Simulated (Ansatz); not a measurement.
# KSrBr3 (built on the sites of a database entry of CsPbBr3): a soft mode frozen in, part 2 of 2

Which phase does KSrBr3 (built on the sites of a database entry of CsPbBr3) fall into along its unstable mode, and how much energy does it gain?

Ansatz 0.2.0; DFT PBEsol, scalar-relativistic, plane waves, PseudoDojo norm-conserving pseudopotentials.

So far, highest frequency on the path or at a solved wavevector (cm⁻¹): step 2 (response at finite wavevector) 209. Also lowest frequency on the path (cm⁻¹): step 2 -55.5.

The structure was built from a prototype and need not be the compound's stable phase.

## 6. Relaxing from the distorted cell

Starting from the lowest point found, all atoms and the cell are let go, so that strain and other modes of the same symmetry can join in.

Input file input.yaml:

```yaml
crystal:
  lattice:
    - [5.8733190708, 5.8733190708, 0.0]
    - [5.8733190708, 0.0, 5.8733190708]
    - [5.8733190708, 0.0, -5.8733190708]
  atoms:
    - { symbol: K, position: [0.0722358284, -0.0722358284, 0.0] }
    - { symbol: K, position: [-0.0722358284, 0.5722358284, 0.5] }
    - { symbol: Sr, position: [0.5, 0.25, 0.75] }
    - { symbol: Sr, position: [0.5, 0.75, 0.25] }
    - { symbol: Br, position: [0.5180734161, -0.0180734161, 0.5] }
    - { symbol: Br, position: [0.4819265839, 0.5180734161, 0.0] }
    - { symbol: Br, position: [0.0, 0.5090367081, 0.0090367081] }
    - { symbol: Br, position: [0.0, -0.0090367081, 0.4909632919] }
    - { symbol: Br, position: [0.5, -0.0090367081, -0.0090367081] }
    - { symbol: Br, position: [0.5, 0.5090367081, 0.5090367081] }
kpoints:
  mp_grid: { grid: [4, 4, 4] }
hamiltonian:
  xc: pbesol
  pseudopotentials: { kind: nc, accuracy: standard }
scf:
  occupations: { method: fixed }
output:
  forces: true
  stress: true
  eigenvalues: true
relax:
  adjacent_minimum: "off"
  f_tol: 0.002
  max_steps: 120
  cell: { stress_tol: 0.03 }
```

The run is started by

```bash
$ ansatz run input.yaml --threads 8 --pin off --max-ram 14336MiB --backend cpu --events-out ev --progress --plain --runs-dir out
```

Numbers of over 12 decimals in the logs are rounded to 6 here.

What it wrote:

```text
[...]
Crystal: 10 atoms, lattice volume = 405.211 Å³
Basis set: ecut = 1006.821291 eV, 29603 PW (Γ), exchange–correlation on 180×180×180 points (8 copies of the dense FFT grid, shifted against one another)
Bands: 50, of which v1, the nominal top of the filled ones, is band 40 counted from 1 (39 counted from 0)
Symmetry: 8 space group operations
[...]
k-points: 18 of 64
[...]
SCF iter   1: F=—  HF=-6082.426788 eV  |F-HF|=—  |Δ(HF+E_count)|=         —  Δρ=3.26e-2  dr2=8.75e0  ethr=3.10e-3  ⟨swp⟩=9.2  Hψ=4942  notcnv=0  defer=155
[...]
SCF iter   9: F=-6078.607415 eV  HF=-6078.607415 eV  |F-HF|=1.01e-8  |Δ(HF+E_count)|=   1.59e-7  Δρ=1.67e-6  dr2=1.66e-8  ethr=1.25e-10  ⟨swp⟩=27.9  Hψ=9144  notcnv=0
SCF 1 converged in 9 iterations: F = -6078.607415 eV  dr2 = 1.66e-8
relax step   1: F+E_penalty+E_count = -6078.60741486 eV  Δ(F+E_penalty+E_count) = +0.000e0 eV  max|allowed force component| = 8.216e-2 eV/Å  Δτ_max = 0.0000 Å  P = +0.214 GPa  Ω = 405.211 Å³  (9 SCF iters, dr2 threshold 1.00e-7 eV, accepted)
Crystal: 10 atoms, lattice volume = 411.849 Å³
Basis set: ecut = 1006.821291 eV, 29947 PW (Γ), exchange–correlation on 180×180×180 points (8 copies of the dense FFT grid, shifted against one another)
[...]
iter 1 solved again at ethr=3.22e-5 eV; its pass at ethr=3.10e-3 eV (dr2=2.57e-2 eV) is discarded
[...]
SCF iter   6: F=-6078.640251 eV  HF=-6078.640251 eV  |F-HF|=6.91e-8  |Δ(HF+E_count)|=   1.51e-6  Δρ=3.45e-6  dr2=5.21e-8  ethr=5.27e-10  ⟨swp⟩=22.3  Hψ=7945  notcnv=0
SCF 2 converged in 6 iterations: F = -6078.640251 eV  dr2 = 5.21e-8
relax step   2: F+E_penalty+E_count = -6078.64025101 eV  Δ(F+E_penalty+E_count) = -3.284e-2 eV  max|allowed force component| = 8.814e-2 eV/Å  Δτ_max = 0.0656 Å  P = -0.052 GPa  Ω = 411.849 Å³  energy of the carried Pulay correction = -7.845e-5 eV  (6 SCF iters, dr2 threshold 4.22e-7 eV, accepted)
Crystal: 10 atoms, lattice volume = 415.318 Å³
Basis set: ecut = 1006.821291 eV, 30125 PW (Γ), exchange–correlation on 180×180×180 points (8 copies of the dense FFT grid, shifted against one another)
[...]
SCF iter   7: F=-6078.734025 eV  HF=-6078.734025 eV  |F-HF|=5.30e-8  |Δ(HF+E_count)|=   2.99e-7  Δρ=2.11e-6  dr2=2.82e-8  ethr=6.07e-10  ⟨swp⟩=24.1  Hψ=7798  notcnv=0
SCF 3 converged in 7 iterations: F = -6078.734025 eV  dr2 = 2.82e-8
relax step   3: F+E_penalty+E_count = -6078.73402521 eV  Δ(F+E_penalty+E_count) = -9.377e-2 eV  max|allowed force component| = 7.881e-2 eV/Å  Δτ_max = 0.1953 Å  P = -0.021 GPa  Ω = 415.318 Å³  energy of the carried Pulay correction = -1.189e-4 eV  (7 SCF iters, dr2 threshold 4.86e-7 eV, accepted)
[... from here on, the SCF cycles and remarks between the steps are left out ...]
relax step   4: F+E_penalty+E_count = -6078.82342296 eV  Δ(F+E_penalty+E_count) = -8.940e-2 eV  max|allowed force component| = 1.246e-1 eV/Å  Δτ_max = 0.1992 Å  P = +0.001 GPa  Ω = 418.581 Å³  energy of the carried Pulay correction = -1.567e-4 eV  (6 SCF iters, dr2 threshold 3.88e-7 eV, accepted)
relax step   5: F+E_penalty+E_count = -6078.87962440 eV  Δ(F+E_penalty+E_count) = -5.620e-2 eV  max|allowed force component| = 5.151e-2 eV/Å  Δτ_max = 0.1925 Å  P = -0.133 GPa  Ω = 421.099 Å³  energy of the carried Pulay correction = -1.857e-4 eV  (6 SCF iters, dr2 threshold 9.71e-7 eV, accepted)
relax step   6: F+E_penalty+E_count = -6078.91666092 eV  Δ(F+E_penalty+E_count) = -3.704e-2 eV  max|allowed force component| = 5.360e-2 eV/Å  Δτ_max = 0.2000 Å  P = +0.098 GPa  Ω = 408.983 Å³  energy of the carried Pulay correction = -4.474e-5 eV  (7 SCF iters, dr2 threshold 1.66e-7 eV, accepted)
relax step   7: F+E_penalty+E_count = -6078.93606775 eV  Δ(F+E_penalty+E_count) = -1.941e-2 eV  max|allowed force component| = 5.012e-2 eV/Å  Δτ_max = 0.1315 Å  P = +0.003 GPa  Ω = 405.065 Å³  energy of the carried Pulay correction = +1.731e-6 eV  (6 SCF iters, dr2 threshold 1.80e-7 eV, accepted)
relax step   8: F+E_penalty+E_count = -6078.98597516 eV  Δ(F+E_penalty+E_count) = -4.991e-2 eV  max|allowed force component| = 7.579e-2 eV/Å  Δτ_max = 0.1949 Å  P = -0.192 GPa  Ω = 397.311 Å³  energy of the carried Pulay correction = +9.505e-5 eV  (7 SCF iters, dr2 threshold 1.57e-7 eV, accepted)
relax step   9: F+E_penalty+E_count = -6079.07787354 eV  Δ(F+E_penalty+E_count) = -9.190e-2 eV  max|allowed force component| = 1.111e-1 eV/Å  Δτ_max = 0.1939 Å  P = -0.237 GPa  Ω = 387.358 Å³  energy of the carried Pulay correction = +2.175e-4 eV  (6 SCF iters, dr2 threshold 3.59e-7 eV, accepted)
relax step  10: F+E_penalty+E_count = -6079.14948028 eV  Δ(F+E_penalty+E_count) = -7.161e-2 eV  max|allowed force component| = 1.844e-2 eV/Å  Δτ_max = 0.1917 Å  P = -0.101 GPa  Ω = 377.200 Å³  energy of the carried Pulay correction = +3.457e-4 eV  (6 SCF iters, dr2 threshold 7.71e-7 eV, accepted)
relax step  11: F+E_penalty+E_count = -6079.22378911 eV  Δ(F+E_penalty+E_count) = -7.431e-2 eV  max|allowed force component| = 3.387e-2 eV/Å  Δτ_max = 0.0801 Å  P = -0.031 GPa  Ω = 373.542 Å³  energy of the carried Pulay correction = +3.927e-4 eV  (6 SCF iters, dr2 threshold 7.13e-7 eV, accepted)
relax step  12: F+E_penalty+E_count = -6079.22856663 eV  Δ(F+E_penalty+E_count) = -4.778e-3 eV  max|allowed force component| = 2.752e-2 eV/Å  Δτ_max = 0.0085 Å  P = -0.022 GPa  Ω = 373.113 Å³  energy of the carried Pulay correction = +3.982e-4 eV  (5 SCF iters, dr2 threshold 2.93e-7 eV, accepted)
relax step  13: F+E_penalty+E_count = -6079.23227702 eV  Δ(F+E_penalty+E_count) = -3.710e-3 eV  max|allowed force component| = 8.208e-3 eV/Å  Δτ_max = 0.0335 Å  P = -0.021 GPa  Ω = 372.615 Å³  energy of the carried Pulay correction = +4.047e-4 eV  (6 SCF iters, dr2 threshold 1.15e-7 eV, accepted)
relax step  14: F+E_penalty+E_count = -6079.23254651 eV  Δ(F+E_penalty+E_count) = -2.695e-4 eV  max|allowed force component| = 2.481e-3 eV/Å  Δτ_max = 0.0146 Å  P = -0.001 GPa  Ω = 372.089 Å³  energy of the carried Pulay correction = +4.115e-4 eV  (6 SCF iters, dr2 threshold 4.21e-9 eV, accepted)
relax step  15: F+E_penalty+E_count = -6079.23255385 eV  Δ(F+E_penalty+E_count) = -7.348e-6 eV  max|allowed force component| = 1.623e-4 eV/Å  Δτ_max = 0.0020 Å  P = +0.001 GPa  Ω = 372.077 Å³  energy of the carried Pulay correction = +4.116e-4 eV  (5 SCF iters, dr2 threshold 3.85e-10 eV, accepted)
[...]
SCF iter   1: F=—  HF=-6079.232507 eV  |F-HF|=—  |Δ(HF+E_count)|=         —  Δρ=1.94e-5  dr2=1.13e-7  ethr=1.79e-6  ⟨swp⟩=6.7  Hψ=7672  notcnv=0  defer=149
eigensolver tolerance schedule: the retry pair's looser diagonalisation over-reported the residual by 12702.18 of it (diagonalisation noise at an unbounded share of the residual, at the tolerance the schedule requests for it); recorded, not acted on — ethr = c·dr2/N_el stays at c = 1.0e-1
[...]
SCF iter   2: F=—  HF=-6079.232200 eV  |F-HF|=—  |Δ(HF+E_count)|=   3.08e-4  Δρ=9.69e-6  dr2=3.30e-8  ethr=1.41e-10  ⟨swp⟩=5.2  Hψ=3142  notcnv=0  defer=141
[...]
SCF iter   5: F=-6079.232200 eV  HF=-6079.232200 eV  |F-HF|=1.27e-11  |Δ(HF+E_count)|=  1.19e-10  Δρ=6.38e-8  dr2=1.98e-11  ethr=1.00e-12  ⟨swp⟩=25.8  Hψ=8547  notcnv=0
SCF 16 converged in 5 iterations: F = -6079.232200 eV  dr2 = 1.98e-11
relax step  16: F+E_penalty+E_count = -6079.23219998 eV  Δ(F+E_penalty+E_count) = +3.539e-4 eV  max|allowed force component| = 1.586e-4 eV/Å  Δτ_max = 0.0000 Å  P = +0.001 GPa  Ω = 372.077 Å³  stress off target by 1.38e-3 GPa  SCF on the basis re-selected at this cell (its energy is not comparable with the rows above)  (5 SCF iters)
basis re-selected at this cell: Δ(F+E_penalty+E_count) = +3.539e-4 eV, ΔP = -0.000 GPa vs the last step (what re-selecting the basis moved, of the pressure what is left beyond the Pulay correction that the steps carried, after the strain that the cell walked since its last selection, with what the two solves' SCF thresholds leave and, on support functions, any second-order correction that the steps lacked; it is no m [...]
SCF converged after 5 iterations
Free energy (F): -6079.232200 eV
[...]
Internal energy: -6079.232200 eV  (E = F + TS)
E sigma→0 (E₀):  -6079.232200 eV
Fermi energy:    1.509663 eV
[...]
--- Forces (eV/Å), atoms counted from 1 ---
  atom   1  K      0.00000000    -0.00008059     0.00008059
  atom   2  K      0.00000000     0.00008059    -0.00008059
  atom   3  Sr     0.00000000     0.00000000     0.00000000
  atom   4  Sr     0.00000000    -0.00000000     0.00000000
  atom   5  Br     0.00000000    -0.00005706     0.00005706
  atom   6  Br     0.00000000     0.00005706    -0.00005706
  atom   7  Br     0.00015862     0.00000000     0.00000000
  atom   8  Br    -0.00015862    -0.00000000     0.00000000
  atom   9  Br    -0.00015862     0.00000000     0.00000000
  atom  10  Br     0.00015862     0.00000000     0.00000000
  max |Σ_I F_I| component: 8.67e-19 eV/Å
--- Stress (GPa, compression-positive) ---
        0.001380       0.000000       0.000000
        0.000000       0.000994      -0.000207
        0.000000      -0.000207       0.000994
  P = ⅓ Tr σ = 0.0011 GPa (0.011 kbar)
--- Band table (eV; the first three rows and the last of 18) ---
  k-point 0: bands = [... 36 lower, 1.2251, 1.2802, 1.4327, 1.5097, 5.7636, 6.7402, 7.1380, 7.3892, ... 6 higher]
  k-point 1: bands = [... 36 lower, 1.1566, 1.2411, 1.3446, 1.4349, 6.2566, 7.0886, 7.2570, 7.4506, ... 6 higher]
  k-point 2: bands = [... 36 lower, 1.1497, 1.1497, 1.3871, 1.3871, 7.1337, 7.1337, 7.6142, 7.6142, ... 6 higher]
  k-point 17: bands = [... 36 lower, 1.0704, 1.1173, 1.1767, 1.4348, 6.9885, 7.0414, 7.4091, 7.4231, ... 6 higher]
--- Relaxed structure (15 steps of the walk, 15 accepted, 1 SCFs on fresh bases) ---
  F+E_penalty+E_count = -6079.23219998 eV   max|allowed force component| = 1.586e-4 eV/Å   (the final SCF, on the basis selected at the relaxed cell)
  cell:  # Å, volume = 372.0766 Å³
    - [5.650351, 5.738352, 0.060010]
    - [5.650351, 0.060010, 5.738352]
    - [5.650351, -0.060010, -5.738352]
  atoms:
    - { symbol: K, position: [0.035411, -0.035411, 0.0] }
    - { symbol: K, position: [-0.035411, 0.535411, 0.5] }
    - { symbol: Sr, position: [0.500000, 0.25, 0.750000] }
    - { symbol: Sr, position: [0.5, 0.750000, 0.250000] }
    - { symbol: Br, position: [0.368190, 0.131810, 0.5] }
    - { symbol: Br, position: [0.631810, 0.368190, 5.551115123125783e-17] }
    - { symbol: Br, position: [-1.734723475976807e-18, 0.574126, 0.074126] }
    - { symbol: Br, position: [-1.734723475976807e-18, -0.074126, 0.425874] }
    - { symbol: Br, position: [0.500000, -0.074126, -0.074126] }
    - { symbol: Br, position: [0.500000, 0.574126, 0.574126] }
```

Wall time 6.7 min (8 threads of Arm Neoverse N1, shared host); peak memory 3.9 GiB.

The steps of the relaxation:

| step | energy less that of the first step (eV) | largest force component (eV/Å) | pressure (GPa) | volume (Å³) |
| --- | --- | --- | --- | --- |
| 1 | 0.0000 | 0.0822 | 0.21 | 405.21 |
| 2 | -0.0328 | 0.0881 | -0.05 | 411.85 |
| 3 | -0.1266 | 0.0788 | -0.02 | 415.32 |
| 4 | -0.2160 | 0.1246 | 0.00 | 418.58 |
| 5 | -0.2722 | 0.0515 | -0.13 | 421.10 |
| 6 | -0.3092 | 0.0536 | 0.10 | 408.98 |
| 7 | -0.3287 | 0.0501 | 0.00 | 405.07 |
| 8 | -0.3786 | 0.0758 | -0.19 | 397.31 |
| 9 | -0.4705 | 0.1111 | -0.24 | 387.36 |
| 10 | -0.5421 | 0.0184 | -0.10 | 377.20 |
| 11 | -0.6164 | 0.0339 | -0.03 | 373.54 |
| 12 | -0.6212 | 0.0275 | -0.02 | 373.11 |
| 13 | -0.6249 | 0.0082 | -0.02 | 372.62 |
| 14 | -0.6251 | 0.0025 | 0.00 | 372.09 |
| 15 | -0.6251 | 0.0002 | 0.00 | 372.08 |
| 16* | -0.6248 | 0.0002 | 0.00 | 372.08 |

Relaxation steps marked * repeat the geometry before them on a plane-wave basis chosen anew for their cell, so energy and pressure can jump there.

Forces are held to the 8 operations that the run works with; a distortion that breaks them can't arise in this run.

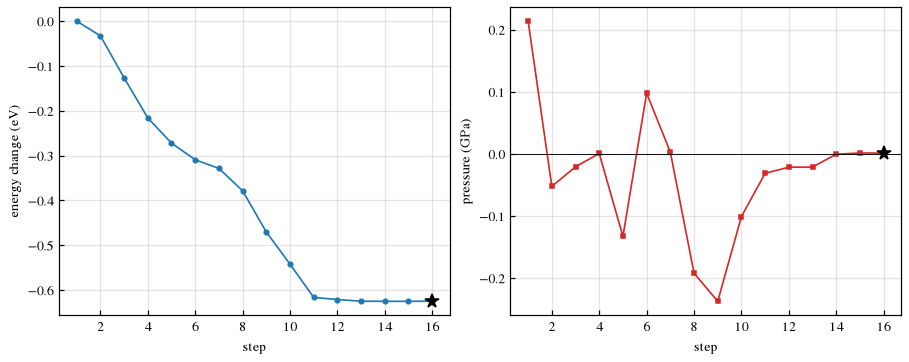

Energy and pressure along the relaxation. Stars mark steps on a basis chosen anew.

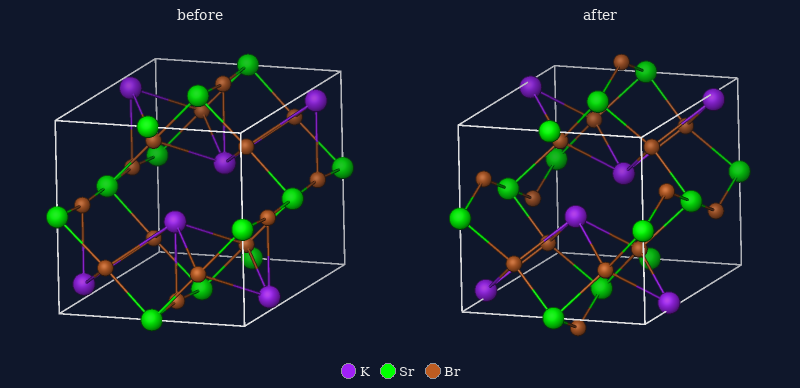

The structure before and after the relaxation, drawn at the same scale. Bonds to atoms that aren't drawn are left out.

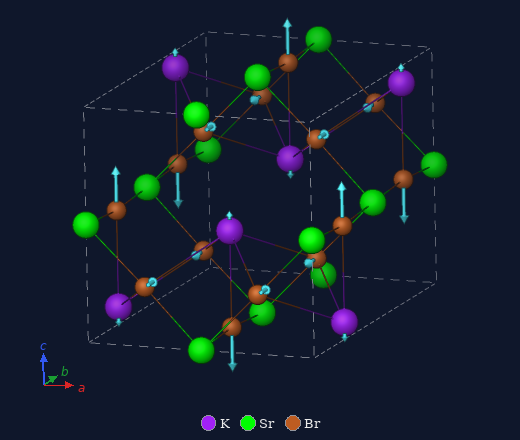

Displacements in the relaxation, scaled, measured against the changing cell; the longest in the cell stands for 1.20 Å. Bonds to atoms that aren't drawn are left out. Some periodic images of atoms are drawn too.

| conventional cell, symmetrised | before | after | change |
| --- | --- | --- | --- |
| a (Å) | 8.306 | 8.200 | -1.3 % |
| b (Å) | 11.747 | 11.301 | -3.8 % |
| c (Å) | 8.306 | 8.030 | -3.3 % |
| volume (Å³/atom) | 40.52 | 37.21 | -8.2 % |

The atoms that moved most (Å, as changes of fractional coordinates times the final cell):

| atom | dx | dy | dz | length |
| --- | --- | --- | --- | --- |
| Br5 | 0.000 | -0.851 | 0.851 | 1.204 |
| Br6 | 0.000 | 0.851 | -0.851 | 1.204 |
| Br10 | 0.736 | 0.000 | 0.000 | 0.736 |
| Br7 | 0.736 | 0.000 | 0.000 | 0.736 |
| Br8 | -0.736 | 0.000 | 0.000 | 0.736 |
| Br9 | -0.736 | 0.000 | 0.000 | 0.736 |
| K2 | 0.000 | 0.209 | -0.209 | 0.296 |
| K1 | 0.000 | -0.209 | 0.209 | 0.296 |

The relaxed structure:

```xyz
10
Lattice="5.6504 5.7384 0.0600 5.6504 0.0600 5.7384 5.6504 -0.0600 -5.7384" Properties=species:S:1:pos:R:3 pbc="T T T"
K     0.0000    0.2011   -0.2011
K     5.6504   -0.2011    0.2011
Sr    8.4755    2.8392   -2.8392
Sr    8.4755    2.8992    2.8992
Br    5.6504    2.0907   -2.0907
Br    5.6504    3.6476    2.1507
Br    3.6629    0.0300    2.8692
Br    1.9875   -0.0300   -2.8692
Br    1.9875    2.8692    0.0300
Br    9.3132    2.8692    0.0300
```

Numbers from this step:

- pressure: 0.001123 GPa
- gap on the k-mesh: 4.254 eV
- volume per atom: 37.21 Å³

The distorted start has space group Imma; the relaxation ends in Imma.

## 7. The phases reached

The phases reached along the modes that were followed are set side by side.

Energies are those of the first relaxation, on the mesh of the frozen mode; space group, volume and gap are those of the last relaxation. Phases, by row:

| mode frozen in | space group | energy from parent (meV/atom) | volume (Å³/atom) | gap on mesh (eV) | lowest zone-centre optical mode (cm⁻¹) | largest shift (Å) |
| --- | --- | --- | --- | --- | --- | --- |
| parent | Pm-3m | 0 | 40.52 | 3.725 | – | – |
| q = (0, 0, 0), 56i cm⁻¹ | P4mm | -29.42 | 41.63 | 3.938 | -16.9 | 0.958 |
| q = (0, 0, 0), 56i cm⁻¹ | R3m | -25.1 | 41.71 | 4.068 | -22.9 | 0.87 |
| q = (0, 0, 0), 56i cm⁻¹ | Amm2 | -27.59 | 41.55 | 3.893 | -30.8 | 0.929 |
| q = (-0.5, -0.5, -0.5), 54i cm⁻¹ | I4/mmm | -23 | 41.73 | 3.997 | – | 0.909 |
| q = (-0.5, -0.5, -0.5), 54i cm⁻¹ | R-3m | -23.83 | 41.73 | 3.956 | – | 0.981 |
| q = (-0.5, -0.5, -0.5), 54i cm⁻¹ | Imma | -76.95 | 37.21 | 4.254 | – | 1.058 |

## 8. What came out

```yaml
unstable_mode_of_the_parent: q = (-0.5, -0.5, -0.5), 54i cm⁻¹
depth_at_the_lowest_point_sampled: 14.5 meV/atom
largest_atomic_shift_at_that_point: 0.6 Å
space_group_reached_within_0p01_a: Imma
energy_gained_over_the_parent_first_relaxation_on_the_mesh_of_the_frozen_mode: 77.0 meV/atom
volume_per_atom_phase_reached: 37.2 Å³
gap_on_the_k_mesh_phase_reached: 4.25 eV
```

What this shows: From this start the structure relaxes into Imma, 77.0 meV/atom below the parent. At the parent's cell the well is 14.47 meV/atom deep on the steps tried, with its lowest point at a shift of 0.6 Å. That is the last step tried, so the steps alone don't bracket the bottom of the well. Relaxing atoms and cell changes the gain by +62.48 meV/atom against the lowest step (energies at zero smearing). Most of the total comes from this relaxation. The frozen pattern makes up only 3 % of the final shifts of the atoms, so other modes or strain give most of the change. The modes of the phase reached were not computed on this path. Of the 6 patterns followed to their end from this parent, this one reaches the lowest energy. Each path keeps the symmetry of its pattern, so a lower phase may lie along a pattern not tried. The starting cell was built on a prototype and not taken from a measurement, so the phase need not exist.

[Logs are printed without paths, hosts, clocks, repeated set-up lines and the standing remarks that a program may print on its own settings, such as how far it seeks lower states.]

[Hosts, paths, dates, database ids (printed as entryN), source tags and the programs' standing remarks are cut or masked in the printed files.]
